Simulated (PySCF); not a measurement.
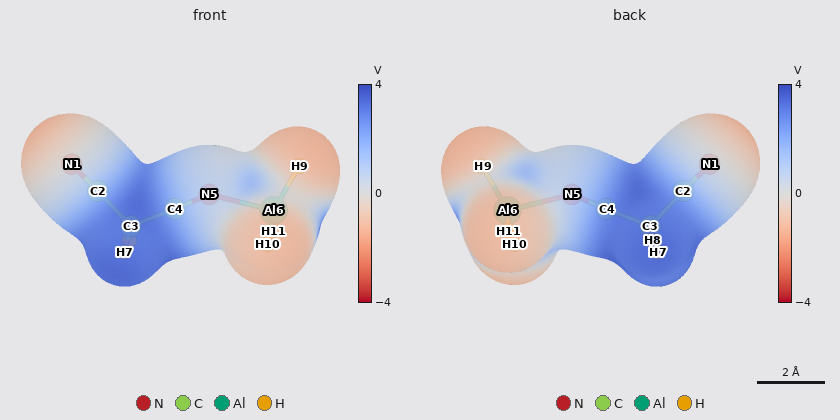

*C3H5AlN2 (SMILES N#CCC#[N+][AlH3-]). The molecular electrostatic potential painted on the density surface at 0.004 e/bohr³, seen from the front and from behind; red is negative and blue positive.*

Geometry: GFN2-xTB.

The calculation used PySCF 2.14.0, B3LYP/def2-SVPD, SCF density, gas phase.

```xyz
11

N    -3.6434    0.5905    0.7847
C    -2.7290    0.0374    0.3901
C    -1.5767   -0.6850   -0.1212
C    -0.3614    0.0033    0.2001
N     0.5954    0.5736    0.4686
Al    2.5888    0.5228    0.2645
H    -1.5527   -1.6875    0.3232
H    -1.6619   -0.7771   -1.2108
H     3.1099    1.8367    0.9124
H     2.7233   -0.8330    1.0534
H     2.5130    0.4208   -1.3061
```

### Describe the electrostatic potential map.

The most negative region (about −1.2 V, or −28 kcal/mol for a unit charge) lies over N1 and H9, the most positive (about +3.4 V, or +78 kcal/mol for a unit charge) over the Al, C and H atoms.
